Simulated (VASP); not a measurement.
Band structure of CuI (zinc blende). All values below come from TPSS meta-GGA, VASP's PBE PAW potentials (set 64) (plane waves; VASP).

Unless said otherwise, spin-orbit coupling is left out, though it shifts the bands of the heavy elements here.

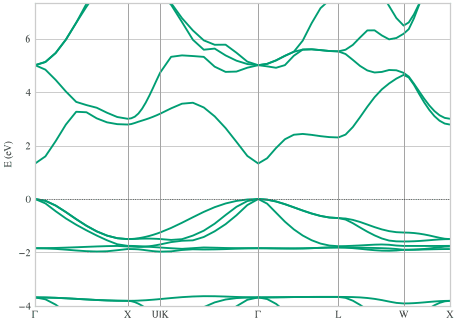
*Bands along high-symmetry lines, zero at the valence-band maximum or, without a gap, the Fermi level*

Q: Read the plot: is there a gap, and where are the band edges?

A: The gap is direct, 1.33 eV, from the valence maximum at Γ to the conduction minimum at Γ.

Measured: gap 3.12 eV (computed value off by -1.79 eV), as given by Abedi et al., (2022), arXiv:2211.14644.

The compound is CuI in the zinc blende structure. It was relaxed first.
